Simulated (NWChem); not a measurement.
**One shape, several levels: C2H6Si (SMILES C[Si]C)**

Aim: a comparison of 6 runs (HF/6-311+G**, B3LYP/6-311+G**, PBE/6-311+G**, SVWN5/6-311+G**, MP2/6-311+G**, CCSD(T)/6-311+G**) of C2H6Si. 

The calculation is run with NWChem 7.3.0.

### 1 The system as given

The species is C2H6Si (9 atoms), meant as a singlet with charge 0. As SMILES, `C[Si]C`. The shape is that of a PBE0-D4/def2-TZVP optimisation.

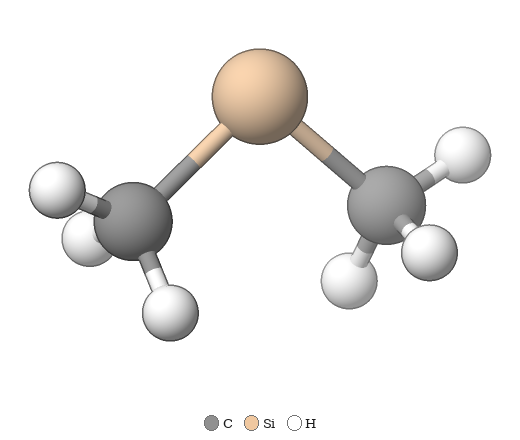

The structure, seen from a chosen angle (carbon grey, silicon light orange, hydrogen white).

### 2 Energy and forces at HF/6-311+G(d,p) (run 1)

c2h6si.nw reads:

```
start c2h6si
memory stack 880 mb heap 220 mb global 1100 mb
charge 0
geometry units au noautosym nocenter noautoz
 C  -0.99664156  1.97911017 -1.52179645
 Si  1.69470639 -0.37737831 -1.72494201
 C   1.13742615 -2.02087312  1.40973569
 H  -2.70363117  0.90782443 -2.04506161
 H  -0.83091258  3.54323648 -2.85537617
 H  -1.32942233  2.71496952  0.38285851
 H  -0.86095922 -2.25444327  1.89161585
 H   2.11252483 -3.82971896  1.58226768
 H   1.94415024 -0.75022127  2.84800624
end
basis spherical bse
 * library 6-311+G**
end
scf
 thresh 1e-08
 maxiter 80
 noprint "final vectors analysis"
end
task scf gradient
```

Command:

```bash
$ nwchem c2h6si.nw > c2h6si.out
```

Standard output:

```text
[...]
  functions       =   110
[...]
  wavefunction    = RHF
[...]
         Total SCF energy =   -368.137836044196
      One-electron energy =   -700.824333211521
      Two-electron energy =    234.981707710130
 Nuclear repulsion energy =     97.704789457195
        Time for solution =     15.8s
[...]
                         RHF ENERGY GRADIENTS
    atom               coordinates                        gradient
                 x          y          z           x          y          z
   1 C      -0.996642   1.979110  -1.521796    0.006156  -0.003623   0.001323
   2 Si      1.694706  -0.377378  -1.724942   -0.002020   0.000431   0.002049
   3 C       1.137426  -2.020873   1.409736   -0.000765   0.002521  -0.006723
   4 H      -2.703631   0.907824  -2.045062   -0.002767  -0.002899  -0.000881
   5 H      -0.830913   3.543236  -2.855376    0.000703   0.002739  -0.003300
   6 H      -1.329422   2.714970   0.382859   -0.001093   0.000725   0.004383
   7 H      -0.860959  -2.254443   1.891616   -0.004378   0.000453   0.001209
   8 H       2.112525  -3.829719   1.582268    0.002629  -0.003484  -0.000107
   9 H       1.944150  -0.750221   2.848006    0.001534   0.003137   0.002046
[...]
```

It took 20 s on 1 thread of Intel Xeon 6975P-C (Granite Rapids), shared host; peak memory 0.097 GiB.

### 3 Energy and gradient at B3LYP/6-311+G(d,p) (run 2)

test.xyz reads:

```xyz
9

C     -0.527400     1.047300    -0.805300
Si     0.896800    -0.199700    -0.912800
C      0.601900    -1.069400     0.746000
H     -1.430700     0.480400    -1.082200
H     -0.439700     1.875000    -1.511000
H     -0.703500     1.436700     0.202600
H     -0.455600    -1.193000     1.001000
H      1.117900    -2.026600     0.837300
H      1.028800    -0.397000     1.507100
```

test.nw reads:

```
start test
memory stack 880 mb heap 220 mb global 1100 mb

geometry units angstroms noautosym nocenter noautoz
  load test.xyz
end

basis "ao basis" spherical bse
  * library 6-311+G**
end

dft
  xc b3lyp
  grid fine
  convergence energy 1e-08
  iterations 100
  mulliken
end

task dft gradient
```

Command:

```bash
$ nwchem test.nw > test.out
```

Standard output (excerpt; [...] marks lines left out):

```text
[...]
          Wavefunction type:  closed shell.
          No. of atoms     :     9
          No. of electrons :    32
[...]
          Charge           :     0
          Spin multiplicity:     1
[...]
          AO basis - number of functions:   110
[...]
              XC Information
              --------------
                         B3LYP Method XC Potential
                     Hartree-Fock (Exact) Exchange  0.200
                        Slater Exchange Functional  0.800 local
                    Becke 1988 Exchange Functional  0.720 non-local
              Lee-Yang-Parr Correlation Functional  0.810
                  VWN I RPA Correlation Functional  0.190 local
[...]
 d= 0,ls=0.0,diis     1   -369.2845223979 -4.67D+02  5.24D-03  7.00D-01     2.2
[...]
 d= 0,ls=0.0,diis     8   -369.3229932774 -6.07D-10  1.02D-06  8.70D-09    14.5
         Total DFT energy =     -369.322993277374
      One electron energy =     -701.308069342009
           Coulomb energy =      268.297210703017
    Exchange-Corr. energy =      -34.016931162600
 Nuclear repulsion energy =       97.704796524218
[...]
      Total Density - Mulliken Population Analysis
     ---------------------------------------------
[...]
  wavefunction    = closed shell
                         DFT ENERGY GRADIENTS
    atom               coordinates                        gradient
                 x          y          z           x          y          z
   1 C      -0.996641   1.979110  -1.521796    0.002581  -0.001881   0.000469
   2 Si      1.694706  -0.377378  -1.724942   -0.004511   0.000981   0.004619
   3 C       1.137426  -2.020873   1.409736   -0.000154   0.001420  -0.002870
   4 H      -2.703631   0.907824  -2.045061    0.000974  -0.000385   0.000201
   5 H      -0.830913   3.543236  -2.855376    0.000322  -0.000727   0.000153
   6 H      -1.329422   2.714969   0.382858    0.000391  -0.000791  -0.000466
   7 H      -0.860959  -2.254443   1.891616    0.000603   0.000571  -0.000558
   8 H       2.112525  -3.829719   1.582268   -0.000011   0.000636  -0.000472
   9 H       1.944150  -0.750221   2.848006   -0.000195   0.000175  -0.001074
[...]
```

Run time: 19 s. Hardware: 1 thread of Intel Xeon 6975P-C (Granite Rapids), shared host; peak memory 0.13 GiB.

Runs 3 to 5 aren't shown in full; the table further down has their settings and results.

### 4 A single-point energy at CCSD(T)/6-311+G(d,p) (run 6)

sp.nw reads:

```
start sp
title "C2H6Si"
memory total 2200 mb

geometry units angstroms noautosym nocenter noautoz
C     -0.527400     1.047300    -0.805300
Si     0.896800    -0.199700    -0.912800
C      0.601900    -1.069400     0.746000
H     -1.430700     0.480400    -1.082200
H     -0.439700     1.875000    -1.511000
H     -0.703500     1.436700     0.202600
H     -0.455600    -1.193000     1.001000
H      1.117900    -2.026600     0.837300
H      1.028800    -0.397000     1.507100
end

basis "ao basis" spherical bse
C library 6-311+G**
Si library 6-311+G**
H library 6-311+G**
end

scf
thresh 1e-08
maxiter 80
end

ccsd
freeze core 7
maxiter 60
end

task ccsd(t)
```

Command:

```bash
$ nwchem sp.nw > sp.out
```

Standard output:

```text
[...]
  functions       =   110
[...]
  wavefunction    = RHF
[...]
         Total SCF energy =   -368.137836045793
      One-electron energy =   -700.824347276863
      Two-electron energy =    234.981714706852
 Nuclear repulsion energy =     97.704796524218
        Time for solution =     15.2s
[...]
 Total MP2 energy:           -368.534187487149495
[...]
             energy      energy      error      ampl     ampl      Block
                                                time     time      time
[...]
 Total CCSD energy:           -368.581576387775215
[...]
 Total CCSD+T(CCSD) energy:           -368.596256493354304
[...]
 Total CCSD(T) energy:                -368.595845049934553
[...]
```

It took 2.8 min on 1 thread of Intel Xeon 6975P-C (Granite Rapids), shared host; peak memory 0.31 GiB.

### 5 The series

```tsv
run	level	iteration cap	module	energy (Eh)	dipole moment (D)	largest force (eV/Å)	wall time
1	HF/6-311+G**	80	scf	-368.137836	1.39	0.374	20 s
2	B3LYP/6-311+G**	100	dft	-369.322993	1.27	0.336	19 s
3	PBE/6-311+G**	100	dft	-369.026330	1.41	0.435	21 s
4	SVWN5/6-311+G**	100	dft	-367.369457	1.45	0.458	14 s
5	MP2/6-311+G**	80	mp2	-368.534187	1.20	0.147	38 s
6	CCSD(T)/6-311+G**	80	ccsd(t)	-368.595845	–	–	2.8 min
```

### 6 What came out

| quantity | value |
| --- | --- |
| run 6: total energy | -368.59585 Eh |
| run 6: HOMO energy (Hartree–Fock orbitals) | -8.30 eV |
| run 6: LUMO energy (Hartree–Fock orbitals) | 0.84 eV |
| run 6: HOMO–LUMO gap (Hartree–Fock orbitals) | 9.14 eV |
| run 6: correlation energy (7 core orbitals frozen) | -458.0 mEh |
| run 6: (T) correction | -14.27 mEh |

In words: Below the HF energy at the same shape and in the same basis (6-311+G**): MP2 -396.4 mEh; CCSD(T) -458.0 mEh. Over runs 1, 2, 3, 4, 5 the dipole moment (its size) runs from 1.20 D (MP2/6-311+G**) to 1.45 D (SVWN5/6-311+G**). Over runs 2, 3, 4 the HOMO–LUMO gap runs from 1.89 eV (SVWN5/6-311+G**) to 3.49 eV (B3LYP/6-311+G**). Totals of different functionals can't be ranked against each other. All runs together took 4.7 min, the longest 2.8 min.
